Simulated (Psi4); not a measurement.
# InH2Cl (SMILES [H][In]([H])[Cl]): HF/def2-TZVPP (core potential)

Aim: the vertical singlet–triplet gap of InH2Cl at HF/def2-TZVPP (core potential), from 2 runs. 

The results are computed with Psi4 1.11.

2 further runs of the same task are left out: 2 set aside as unsound or not needed.

## 1. The molecule

The species is InH2Cl (4 atoms), meant as a singlet with charge 0. As SMILES, `[H][In]([H])[Cl]`. The shape comes from GFN2-xTB, which is rough for such elements, and wasn't checked as a minimum.

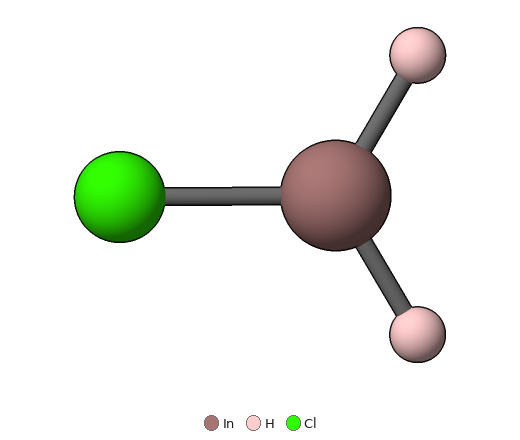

The structure, seen from a chosen angle (indium brown, hydrogen pink, chlorine green).

## 2. Energy and one-electron properties at HF/def2-TZVPP (core potential)

The input, job.dat:

```
memory 1600 mb

molecule m {
  In     0.070210     0.117850    -0.000370
  H      1.783010     0.101380     0.011370
  H     -0.755080     1.618480    -0.019870
  Cl    -1.098140    -1.837720     0.008870
  no_reorient
  no_com
}

set globals {
  basis     def2-TZVPP
  reference rhf
  scf_type  pk
}

energy_value, wavefunction = energy("hf", return_wfn=True)
oeprop(wavefunction, "MULLIKEN_CHARGES", "NO_OCCUPATIONS", title="HF")
print_variables()
```

Launch:

```console
$ psi4 job.dat job.out -n 1
```

job.out, shortened:

```text
[...]
    !!!  WARNING: ECP capability is in beta. Please check occupations closely.  !!!
[...]
  Running in c1 symmetry.
[...]
  Nuclear repulsion =  101.265289562941163
[...]
  Multiplicity = 1
[...]
  Nalpha       = 20
  Nbeta        = 20
[...]
    Number of basis functions: 120
[...]
   @RHF iter   1:  -649.87506319971669   -1.24751e+00   3.01048e-03 DIIS/ADIIS
[...]
   @RHF iter   7:  -649.91962468537565   -2.30477e-07   8.39695e-07 DIIS
[...]
    Orbital Energies [Eh]
    ---------------------
    Doubly Occupied:
       1A   -104.805699     2A    -10.534927     3A     -8.001552
       4A     -8.000667     5A     -8.000542     6A     -5.410671
       7A     -3.672408     8A     -3.664588     9A     -3.662164
      10A     -1.098533    11A     -1.056575    12A     -1.055922
      13A     -1.052393    14A     -1.051589    15A     -1.012719
      16A     -0.577406    17A     -0.467856    18A     -0.463110
      19A     -0.453668    20A     -0.408558
[...]
  @RHF Final Energy:  -649.91962468537565
   => Energetics <=
    Nuclear Repulsion Energy =            101.2652895629411631
    One-Electron Energy =               -1173.4667393136342071
    Two-Electron Energy =                 422.2818250653173777
    Total Energy =                       -649.9196246853755383
[...]
 Multipole Moments:
 ------------------------------------------------------------------------------------
     Multipole            Electronic (a.u.)      Nuclear  (a.u.)        Total (a.u.)
 ------------------------------------------------------------------------------------
 L = 1.  Multiply by 2.5417464519 to convert [e a0] to [Debye]
 Dipole X            :         30.9481823          -30.5493881            0.3987942
 Dipole Y            :         51.7790413          -51.1105343            0.6685069
 Dipole Z            :         -0.2569386            0.2542060           -0.0027326
 Magnitude           :                                                    0.7784252
[...]
  Mulliken Charges: (a.u.)
   Center  Symbol    Alpha    Beta     Spin     Total
       1    IN    10.08109 10.08109  0.00000  0.83782
       2     H     0.58870  0.58870  0.00000 -0.17740
       3     H     0.58867  0.58867  0.00000 -0.17734
       4    CL     8.74154  8.74154  0.00000 -0.48307
   Total alpha = 20.00000, Total beta = 20.00000, Total charge =  0.00000
  Natural Orbital Occupations:
  Total Occupations:
  HONO-2 :   18  A    2.000
[...]
```

Run time: 4.8 s. Hardware: 1 thread of Intel Xeon Platinum 8559C (Emerald Rapids), shared host; peak memory 0.6 GiB.

Atomic charges (e):

```csv
atom,Mulliken
In1,+0.838
H2,-0.177
H3,-0.177
Cl4,-0.483
```

## 3. The triplet

The input, clh2in.xyz:

```xyz
4
ClH2In
In     0.070210     0.117850    -0.000370
H      1.783010     0.101380     0.011370
H     -0.755080     1.618480    -0.019870
Cl    -1.098140    -1.837720     0.008870
```

The input, clh2in.py:

```python
import psi4

psi4.set_memory(1600000000)
psi4.set_num_threads(1)
psi4.core.set_output_file('run.log', False)

with open('clh2in.xyz') as f:
    atoms = ''.join(f.readlines()[2:])
molecule = psi4.geometry('0 3\n' + atoms + 'no_reorient\nno_com')

psi4.set_options(dict(basis='def2-TZVPP', reference='uhf', scf_type='pk'))

energy_value, wavefunction = psi4.energy('hf', molecule=molecule, return_wfn=True)
psi4.oeprop(wavefunction, 'MULLIKEN_CHARGES', 'NO_OCCUPATIONS')
print('E =', round(energy_value, 9))
```

Launch:

```console
$ python clh2in.py
```

run.log, shortened:

```text
[...]
    !!!  WARNING: ECP capability is in beta. Please check occupations closely.  !!!
[...]
  Running in c1 symmetry.
[...]
  Nuclear repulsion =  101.265289562941163
[...]
  Multiplicity = 3
[...]
  Nalpha       = 21
  Nbeta        = 19
[...]
    Number of basis functions: 120
[...]
   @UHF iter   1:  -649.67217137301918   -1.04461e+00   3.07744e-03 ADIIS/DIIS
[...]
   @UHF iter  18:  -649.73463862323331    4.44536e-07   2.25042e-07 DIIS
[...]
   @S^2 Observed:                2.068327766E+00
[...]
  @UHF Final Energy:  -649.73463862323331
   => Energetics <=
    Nuclear Repulsion Energy =            101.2652895629411631
    One-Electron Energy =               -1172.9283679281898003
    Two-Electron Energy =                 421.9284397420152004
    Total Energy =                       -649.7346386232334225
  UHF NO Occupations:
  HONO-2 :   19  A 1.9689159
  HONO-1 :   20  A 1.0000000
[...]
 Multipole Moments:
 ------------------------------------------------------------------------------------
     Multipole            Electronic (a.u.)      Nuclear  (a.u.)        Total (a.u.)
 ------------------------------------------------------------------------------------
 L = 1.  Multiply by 2.5417464519 to convert [e a0] to [Debye]
 Dipole X            :         31.1437521          -30.5493881            0.5943640
 Dipole Y            :         52.1215975          -51.1105343            1.0110632
 Dipole Z            :         -0.2896176            0.2542060           -0.0354116
 Magnitude           :                                                    1.1733590
[...]
  Mulliken Charges: (a.u.)
   Center  Symbol    Alpha    Beta     Spin     Total
       1    IN    10.80598  9.88413  0.92185  0.30990
       2     H     0.73731  0.19846  0.53885  0.06424
       3     H     0.73934  0.19386  0.54548  0.06680
       4    CL     8.71738  8.72356 -0.00618 -0.44093
   Total alpha = 21.00000, Total beta = 19.00000, Total charge =  0.00000
  Natural Orbital Occupations:
  Alpha Occupations:
  HONO-2 :   19  A    1.000
[...]
```

On the terminal:

```text
E = -649.734638623
```

Run time: 6.9 s. Hardware: 1 thread of Intel Xeon Platinum 8559C (Emerald Rapids), shared host; peak memory 0.6 GiB.

Atomic charges (e):

```csv
atom,Mulliken
In1,+0.310
H2,+0.064
H3,+0.067
Cl4,-0.441
```

## 4. Outcome

Level: HF/def2-TZVPP (core potential).

| quantity | value |
| --- | --- |
| singlet: total energy | -649.91962 Eh |
| singlet: dipole moment | 1.98 D |
| singlet: HOMO energy | -11.12 eV |
| singlet: LUMO energy | 0.51 eV |
| singlet: HOMO–LUMO gap | 11.63 eV |
| triplet: total energy | -649.73464 Eh |
| triplet: dipole moment | 2.98 D |
| triplet: HOMO energy (highest over α and β) | -5.56 eV |
| triplet: LUMO energy (lowest over α and β) | -3.54 eV |
| triplet: ⟨S²⟩ | 2.068 |
| vertical energy of the triplet above the singlet | 5.034 eV |

What this shows: At this shape the triplet lies 5.03 eV (116 kcal/mol) above the singlet. Mulliken charges (singlet) run from -0.48 on Cl4 to +0.84 on In1; they depend strongly on the basis. Mulliken charges (triplet) run from -0.44 on Cl4 to +0.31 on In1; they depend strongly on the basis.
